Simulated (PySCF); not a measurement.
# C₂H₈GeSi: geometry, electronic excitations

Wanted: the electronic excitations of C₂H₈GeSi (`C=[CH][GeH2][SiH3]`), by calculation.

The runs use PySCF 2.14.0, with density-fitted response routines of our own; the level of theory stands in each step. All values are computed, except where a source is named. Atoms are numbered from 0 throughout.

## 1. The molecule as given

12 atoms, charge 0, multiplicity 1; geometry from: GFN2-xTB. The atoms were then displaced at random by about 0.01 Å, so the start is not that level's minimum.

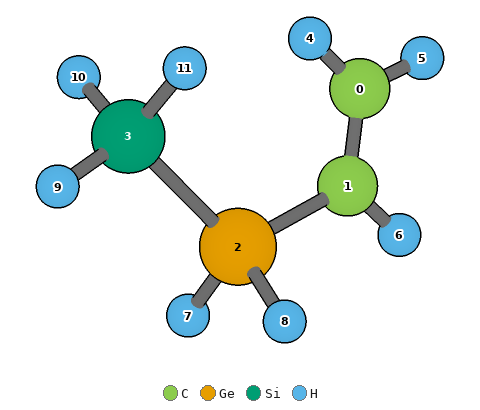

The starting geometry (carbon green, germanium amber, silicon teal, hydrogen blue), atoms numbered.

## 2. Geometry optimisation at PBE0-D3(BJ)/def2-SVP

Job settings and geometry (Å):

```
{"job": {"xc": "PBE0", "basis": "def2-SVP", "d3": "d3bj", "grid": 1, "shake": 0.01, "kind": "geom"}, "charge": 0, "multiplicity": 1}
C     -1.866420    -0.707710     0.417930
C     -1.497810     0.567000     0.261500
Ge     0.327920     1.088710    -0.155340
Si     1.881700    -0.690730    -0.323860
H     -1.197400    -1.512360     0.303090
H     -2.911770    -0.948190     0.638450
H     -2.212920     1.362970     0.371550
H      0.270440     1.963760    -1.390370
H      0.714600     2.130910     0.916580
H      3.220870    -0.219990    -0.458330
H      1.519070    -1.527930    -1.472640
H      1.791410    -1.534710     0.882400
```

Launch:

```
> OMP_NUM_THREADS=1 python probes_run.py task.json out
```

This one command runs all jobs of the session in turn.

Output:

```text
step   0  E = -2446.58825435  max force = 0.029224
step   1  E = -2446.59412073  max force = 0.008259
step   2  E = -2446.59435817  max force = 0.002103
step   3  E = -2446.59439630  max force = 0.001625
step   4  E = -2446.59442642  max force = 0.000189
step   5  E = -2446.59442797  max force = 0.000106
optimisation converged
```

It took 36 s on 1 thread of Arm Neoverse V1, shared host; peak memory 0.49 GiB.

Step by step:

```
step  energy from step 0 (eV)  largest force component (eV/Å)
   0                   0.0000                          1.5028
   1                  -0.1596                          0.4247
   2                  -0.1661                          0.1081
   3                  -0.1671                          0.0836
   4                  -0.1680                          0.0097
   5                  -0.1680                          0.0055
```

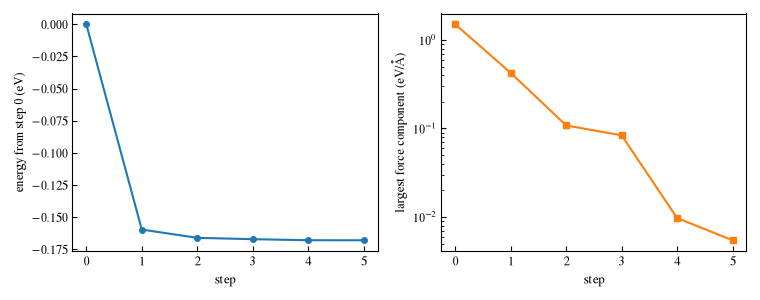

Energy and largest force along the relaxation.

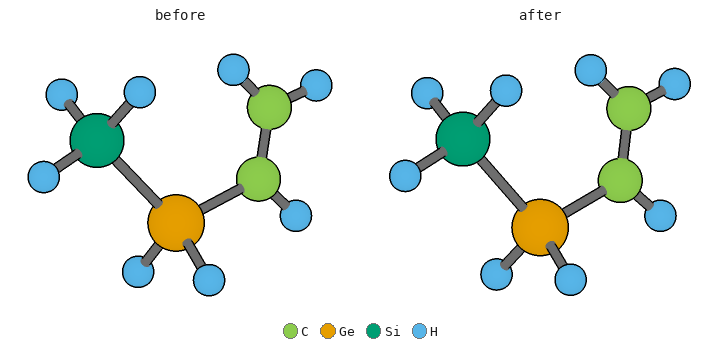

The geometry before (left) and after (right).

Close pairs (by a distance rule), those that changed most:

```
   bond  before (Å)  after (Å)  change (Å)
 Si3–H9       1.426      1.495      +0.069
  C0–H4       1.053      1.096      +0.044
 Ge2–H7       1.515      1.545      +0.030
Si3–H10       1.467      1.496      +0.029
  C1–H6       1.076      1.098      +0.022
Si3–H11       1.475      1.496      +0.021
Ge2–Si3       2.368      2.384      +0.016
 C1–Ge2       1.944      1.945      +0.001
```

The end geometry stands in the next job.

| at the end point | value |
| --- | --- |
| point group (found at 0.08 Å tolerance) | C1 |
| rotational constants (GHz, main isotopes) | 4.457, 2.482, 1.658 |
| dipole moment (D) | 0.65 |

## 3. TDDFT and polarisability: PBE0/def2-TZVPD

Job settings and geometry (Å):

```
{"job": {"kind": "uv", "xc": "PBE0", "basis": "def2-TZVPD"}, "charge": 0, "multiplicity": 1}
C     -1.832516    -0.717561     0.292375
C     -1.464069     0.562512     0.196062
Ge     0.351935     1.146587    -0.183246
Si     1.808947    -0.729675    -0.382135
H     -1.121806    -1.542889     0.166198
H     -2.867935    -1.007868     0.503841
H     -2.225780     1.340699     0.333691
H      0.363170     1.973479    -1.487765
H      0.838306     2.082665     0.944613
H      3.219103    -0.265996    -0.557957
H      1.428343    -1.567928    -1.560731
H      1.733175    -1.577899     0.847541
```

Level: TDDFT PBE0/def2-TZVPD, vertical, gas phase, core orbitals frozen in the response.

Output:

```text
coarse grid: 43968 points
cycle   1  E = -2446.9882218348  dE = -6.088e-01  |g| = 6.709e-01  |ddm| = 3.710e+00
cycle   2  E = -2446.9679134513  dE =  2.031e-02  |g| = 7.855e-01  |ddm| = 1.371e+00
cycle   3  E = -2447.0334575450  dE = -6.554e-02  |g| = 3.222e-02  |ddm| = 7.239e-01
cycle   4  E = -2447.0336177554  dE = -1.602e-04  |g| = 2.105e-02  |ddm| = 5.818e-02
cycle   5  E = -2447.0337198430  dE = -1.021e-04  |g| = 8.053e-03  |ddm| = 2.413e-02
cycle   6  E = -2447.0337365431  dE = -1.670e-05  |g| = 1.288e-03  |ddm| = 7.499e-03
cycle   7  E = -2447.0337370007  dE = -4.576e-07  |g| = 2.796e-04  |ddm| = 1.407e-03
final grid: 90360 points
cycle   8  E = -2447.0337616950  dE = -7.504e-08  |g| = 3.340e-04  |ddm| = 1.408e-02
cycle   9  E = -2447.0337616831  dE =  1.197e-08  |g| = 4.217e-04  |ddm| = 1.172e-03
cycle  10  E = -2447.0337617196  dE = -3.651e-08  |g| = 4.263e-05  |ddm| = 3.962e-04
cycle  11  E = -2447.0337617200  dE = -4.602e-10  |g| = 1.325e-05  |ddm| = 4.973e-05
converged SCF energy = -2447.0337617200

Static polarisability (au): isotropic 89.240, principal 71.467 96.680 99.573

Singlet excitations
state   eV       nm        f      main configurations
  1   6.3073    196.6   0.00045   H-1->L 0.84, H-2->L 0.13
  2   6.8049    182.2   0.00675   H->L+1 0.70, H->L+2 0.10, H-2->L 0.09
  3   6.9548    178.3   0.00143   H-2->L 0.72, H->L+1 0.10, H-1->L 0.10
  4   6.9862    177.5   0.14235   H->L 0.59, H-1->L+1 0.30
  5   7.1209    174.1   0.18440   H-1->L+1 0.45, H-1->L+2 0.21, H->L 0.18
  6   7.2000    172.2   0.01411   H->L+2 0.77, H->L+1 0.15
  7   7.2616    170.7   0.01420   H-1->L+3 0.42, H-1->L+2 0.29, H->L+3 0.21
  8   7.2919    170.0   0.00506   H->L+3 0.67, H-1->L+3 0.13, H-1->L+2 0.09
  9   7.3432    168.8   0.01840   H-1->L+4 0.85
 10   7.4402    166.6   0.00682   H->L+4 0.90

Triplet excitations (Tamm-Dancoff, eV): 4.2313 5.8948 6.2260 6.3324
```

Run time: 44 s. Hardware: 1 thread of Arm Neoverse V1, shared host; peak memory 0.92 GiB.

The orbitals next to the gap, with their largest atomic shares:

| orbital | eV | atoms |
| --- | --- | --- |
| HOMO−3 | -9.45 | Ge2 22 %, Si3 22 %, H10 12 % |
| HOMO−2 | -8.88 | C1 25 %, Ge2 24 %, C0 15 % |
| HOMO−1 | -8.09 | Si3 33 %, Ge2 28 %, C1 13 % |
| HOMO | -7.95 | C0 37 %, C1 36 %, Ge2 11 % |
| LUMO | -0.44 | C0 38 %, C1 32 %, Ge2 11 % |
| LUMO+1 | 0.10 | Ge2 24 %, Si3 22 %, C1 11 % |
| LUMO+2 | 0.22 | Si3 37 %, Ge2 11 %, H9 10 % |

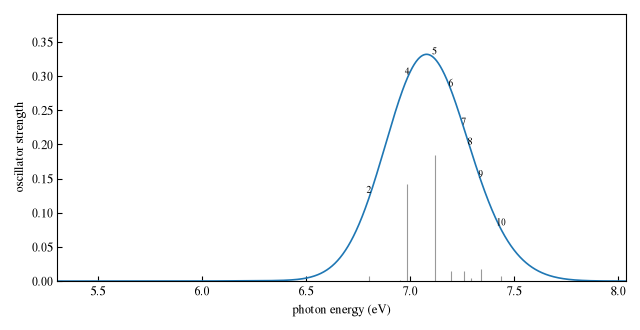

Absorption spectrum from the 10 singlet states computed; above the last one it falls off for lack of states. Lines are broadened to a width of 0.40 eV (Gaussian).

Ground-state properties from the same run:

```
           property  computed
  dipole moment (D)      0.60
polarisability (Å³)     13.22
 HOMO–LUMO gap (eV)      7.51
      −ε(HOMO) (eV)      7.95
```

## 4. Results

```
                                quantity                        value
                             point group                           C1
    rotational constants (main isotopes)         4.46, 2.48, 1.66 GHz
        lowest singlet (PBE0/def2-TZVPD)  6.31 eV (197 nm), f = 0.000
brightest single state of those computed  state 5, 7.12 eV, f = 0.184
                          lowest triplet                      4.23 eV
```

The optimisation took 5 steps and gained 0.168 eV; among the close pairs (by a distance rule), Si3–H9 changed most, from 1.426 to 1.495 Å. The lowest singlet, at 6.31 eV, is HOMO−1→LUMO 0.84, HOMO−2→LUMO 0.13 and is dark; of the 10 states computed, the strongest absorption comes from state 5 at 7.12 eV. The lowest triplet lies 2.08 eV below the lowest singlet (triplets in Tamm-Dancoff, singlets in full TDDFT).
